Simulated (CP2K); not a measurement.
# C2H6B (SMILES C[B]C): a first try and a second

Wanted: energy and gradient of C2H6B, MNDO.

The calculation is run with CP2K 2026.2.

3 further runs of the same task are left out: 3 set aside as unsound or not needed.

## (1) The molecule

C2H6B: 9 atoms, total charge 0, spin state doublet. SMILES: `C[B]C`. The shape is that of a GFN2-xTB optimisation.

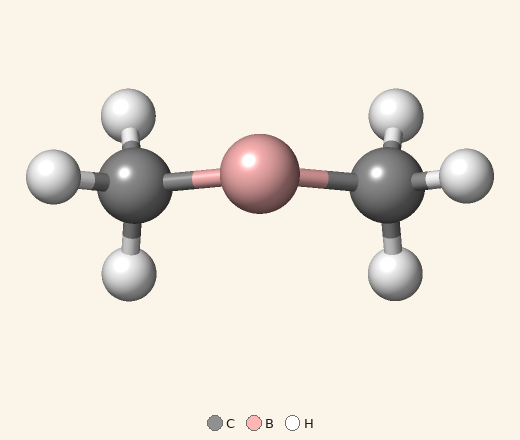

The structure, seen from a chosen angle (carbon grey, boron pink, hydrogen white).

## (2) The input as first written

Contents of molecule.xyz:

```xyz
9

C     -0.639100     0.927520    -0.802530
B      0.671060     0.177120    -0.392560
C      0.747070    -0.900120     0.737780
H     -1.408140     0.210700    -1.100080
H     -0.541490     1.644980    -1.617440
H     -1.040200     1.471770     0.055380
H      0.871060     0.177120    -0.392560
H      1.725630    -1.350740     0.901900
H      0.433690    -0.464720     1.689310
```

Contents of gas.inp:

```
&GLOBAL
 PROJECT_NAME gas
 RUN_TYPE ENERGY_FORCE
 PRINT_LEVEL MEDIUM
&END GLOBAL

&FORCE_EVAL
 METHOD QUICKSTEP
 &DFT
  CHARGE 0
  MULTIPLICITY 2
  SPIN_POLARIZED T
  &QS
   METHOD MNDO
   EPS_DEFAULT 1.0E-10
   &SE
    &COULOMB
     CUTOFF [angstrom] 50
     RC_RANGE [angstrom] 0
    &END COULOMB
    &EXCHANGE
     CUTOFF [angstrom] 50
     RC_RANGE [angstrom] 0
    &END EXCHANGE
   &END SE
  &END QS
  &POISSON
   PERIODIC NONE
   POISSON_SOLVER ANALYTIC
  &END POISSON
  ! self-consistent field
  &SCF
   SCF_GUESS ATOMIC
   EPS_SCF 1.0E-06
   MAX_SCF 31
   &OT ON
    MINIMIZER DIIS
    PRECONDITIONER FULL_SINGLE_INVERSE
   &END OT
   &OUTER_SCF
    EPS_SCF 1.0E-06
    MAX_SCF 2
   &END OUTER_SCF
  &END SCF
  ! extra output
  &PRINT
   &MOMENTS
    PERIODIC F
    REFERENCE COM
    MAX_MOMENT 1
   &END MOMENTS
   &MO_CUBES
    NLUMO 1
    NHOMO -1
    WRITE_CUBE F
   &END MO_CUBES
   &HIRSHFELD OFF
   &END HIRSHFELD
  &END PRINT
 &END DFT
 &SUBSYS
  ! vacuum box
  &CELL
   ABC [angstrom] 15.1 15 15.3
   PERIODIC NONE
  &END CELL
  &TOPOLOGY
   COORD_FILE_NAME molecule.xyz
   COORD_FILE_FORMAT XYZ
   &CENTER_COORDINATES
   &END CENTER_COORDINATES
  &END TOPOLOGY
 &END SUBSYS
 ! extra output
 &PRINT
  &FORCES ON
  &END FORCES
 &END PRINT
&END FORCE_EVAL
```

The run is started by

```console
$ OMP_NUM_THREADS=1 cp2k.psmp -i gas.inp > gas.out 2>&1
```

Log:

```text
CP2K| version string:                                       CP2K version 2026.2
[...]
 GLOBAL| Method name                                                        CP2K
[...]
 GLOBAL| Run type                                                   ENERGY_FORCE
[...]
                             - Atoms:                                          9
[...]
                             - Spherical basis functions:                     18
[...]
 *** WARNING in particle_methods.F:720 :: The distance between the atoms 2 ***
 *** and 7 is only 0.200 angstrom and thus smaller than the threshold of   ***
 *** 0.500 angstrom                                                        ***
[...]
 Number of electrons:                                                          9
[...]
     1 OT DIIS     0.80E-01    0.0     0.19698211        -9.4284801808 -9.43E+00
[...]
    30 OT DIIS     0.80E-01    0.0     0.00000082       -13.6049252082 -1.06E-10
  *** SCF run converged in    30 steps ***
  Core-core repulsion energy [eV]:                            846.09373216294512
  Core Hamiltonian energy [eV]:                              -598.37005832690579
  Two-electron integral energy [eV]:                        -1235.86503203162488
  Electronic energy [eV]:                                   -1216.30257434271834
  Total energy [eV]:                                         -370.20884217977311
  Atomic reference energy [eV]:                               411.01644713216859
  Heat of formation [kcal/mol]:                               941.04580046883814
[...]
 SE_DIPOLE| Moment [Debye]         -0.43122223      -0.53195809       0.07373476
 SE_DIPOLE| Derivative [a.u.]       0.00000000       0.00000000       0.00000000
 *** WARNING in qs_scf_post_se.F:140 :: Printing of MO cube files not ***
 *** implemented for Semi-Empirical method.                           ***
 ENERGY| Total FORCE_EVAL ( QS ) energy [hartree]            -13.604925208226486
 FORCES| Atomic forces [hartree/bohr]
 FORCES|   Atom     x               y               z               |f|
 FORCES|      1 -1.70552056E-02 -6.88441279E-03 -5.97595144E-04   1.84019645E-02
 FORCES|      2 -2.25423749E+00 -6.79945347E-02  8.43775414E-02   2.25684060E+00
 FORCES|      3  5.59906032E-03  1.86142055E-02  3.02747134E-02   3.59777208E-02
 FORCES|      4 -1.21896325E-02 -1.08823823E-02 -6.03840654E-03   1.74205550E-02
 FORCES|      5  7.23723247E-03  8.68207483E-03 -1.13153320E-02   1.59935204E-02
 FORCES|      6 -4.21814919E-03  9.33425061E-03  1.43906029E-02   1.76638181E-02
 FORCES|      7  2.29533110E+00  8.11360308E-02 -1.11879498E-01   2.29948797E+00
 FORCES|      8 -5.62248196E-03 -2.03902494E-02 -7.09121286E-03   2.23082916E-02
 FORCES|      9 -1.48444298E-02 -1.16149825E-02  7.87918641E-03   2.04290600E-02
 FORCES| Sum    -1.13797860E-15 -3.81639165E-17 -1.24900090E-16
 FORCES| Total atomic force                                       1.14544830E-15
[...]
```

Run time: 1.8 s. Hardware: 1 thread of Arm Neoverse N1, shared host; peak memory 0.14 GiB.

## (3) What went wrong

It ran to the end. The result can't be trusted all the same.

Cause: two atoms lie on top of or far too near each other. As the program read them, the closest atoms are 0.20 Å apart, against 1.09 Å in the sound input.

## (4) Try two

molecule.xyz, as its differences from that of step 2:

```diff
@@ -8,3 +8,3 @@
 H     -1.040200     1.471770     0.055380
-H      0.871060     0.177120    -0.392560
+H      0.051490    -1.716520     0.528240
 H      1.725630    -1.350740     0.901900
```

Contents of job.inp:

```
&GLOBAL
   PROJECT job
   RUN_TYPE ENERGY_FORCE
   PRINT_LEVEL MEDIUM
&END
&FORCE_EVAL
   METHOD QUICKSTEP
   &DFT
      CHARGE 0
      MULTIPLICITY 2
      UKS T
      &QS
         METHOD MNDO
         EPS_DEFAULT 1.0E-10
         &SE
            &COULOMB
               CUTOFF [angstrom] 50
               RC_RANGE [angstrom] 0
            &END
            &EXCHANGE
               CUTOFF [angstrom] 50
               RC_RANGE [angstrom] 0
            &END
         &END
      &END
      &POISSON
         PERIODIC NONE
         POISSON_SOLVER ANALYTIC
      &END
      ! self-consistent field
      &SCF
         SCF_GUESS ATOMIC
         EPS_SCF 1.0E-06
         MAX_SCF 30
         &OT ON
            MINIMIZER DIIS
            PRECONDITIONER FULL_SINGLE_INVERSE
         &END
         &OUTER_SCF
            EPS_SCF 1.0E-06
            MAX_SCF 5
         &END
      &END
      &PRINT
         &MOMENTS
            PERIODIC F
            REFERENCE COM
            MAX_MOMENT 1
         &END
         &MO_CUBES
            NLUMO 1
            NHOMO -1
            WRITE_CUBE F
         &END
         &HIRSHFELD OFF
         &END
      &END
   &END
   ! structure
   &SUBSYS
      &CELL
         ABC [angstrom] 15.1 15.4 15.3
         PERIODIC NONE
      &END
      &TOPOLOGY
         COORD_FILE_NAME molecule.xyz
         COORD_FILE_FORMAT XYZ
         &CENTER_COORDINATES
         &END
      &END
   &END
   &PRINT
      &FORCES ON
      &END
   &END
&END
```

The run is started by

```console
$ OMP_NUM_THREADS=1 cp2k.psmp -i job.inp -o job.out
```

Log:

```text
CP2K| version string:                                       CP2K version 2026.2
[...]
 GLOBAL| Method name                                                        CP2K
[...]
 GLOBAL| Run type                                                   ENERGY_FORCE
[...]
                             - Atoms:                                          9
[...]
                             - Spherical basis functions:                     18
[...]
 Number of electrons:                                                          9
[...]
     1 OT DIIS     0.80E-01    0.0     0.19253229       -10.9639295965 -1.10E+01
[...]
     5 OT DIIS     0.80E-01    0.0     0.00000062       -15.0626319912 -2.42E-10
  *** SCF run converged in     5 steps ***
  Core-core repulsion energy [eV]:                            783.37527951224752
  Core Hamiltonian energy [eV]:                              -599.96384429931106
  Two-electron integral energy [eV]:                        -1186.57299242920044
  Electronic energy [eV]:                                   -1193.25034051391117
  Total energy [eV]:                                         -409.87506100166371
  Atomic reference energy [eV]:                               411.01644713216859
  Heat of formation [kcal/mol]:                                26.32099154258151
[...]
 SE_DIPOLE| Moment [Debye]          0.55860102       0.14478063      -0.33599384
 SE_DIPOLE| Derivative [a.u.]       0.00000000       0.00000000       0.00000000
 *** WARNING in qs_scf_post_se.F:140 :: Printing of MO cube files not ***
 *** implemented for Semi-Empirical method.                           ***
 ENERGY| Total FORCE_EVAL ( QS ) energy [hartree]            -15.062631991245734
 FORCES| Atomic forces [hartree/bohr]
 FORCES|   Atom     x               y               z               |f|
 FORCES|      1  2.03393622E-02 -8.99655586E-03  3.24726868E-03   2.24760412E-02
 FORCES|      2 -2.08859821E-02 -5.20790271E-03  1.16086838E-02   2.44562474E-02
 FORCES|      3  2.01187413E-03  1.43775831E-02 -1.63881252E-02   2.18936789E-02
 FORCES|      4 -8.30376132E-03 -1.31357237E-02 -5.60305055E-03   1.65194995E-02
 FORCES|      5  7.30182367E-03  7.61421941E-03 -1.06067011E-02   1.49597819E-02
 FORCES|      6 -2.25793736E-03  8.60893773E-03  1.43150884E-02   1.68562703E-02
 FORCES|      7 -9.69001037E-03 -1.12216405E-02 -7.06801166E-03   1.64249294E-02
 FORCES|      8  1.48742126E-02 -2.22911501E-03 -2.53298199E-03   1.52521196E-02
 FORCES|      9 -3.38958155E-03  1.01901976E-02  1.30278295E-02   1.68835343E-02
 FORCES| Sum    -1.38777878E-16 -4.99600361E-16 -1.49186219E-16
 FORCES| Total atomic force                                       5.39551988E-16
[...]
```

Wall time 1.8 s (1 thread of Arm Neoverse N1, shared host); peak memory 0.14 GiB.

## (5) What came out

At MNDO:

| quantity | value |
| --- | --- |
| total energy | -15.06263 Eh |
| dipole moment | 0.67 D |
| heat of formation at this unrelaxed shape | 26.3 kcal/mol |
| largest force on an atom | 1.258 eV/Å |

What this shows: The first attempt's energy was +39.666 eV off this one. The largest force is 1.26 eV/Å: the shape isn't a stationary point for this species at this level.
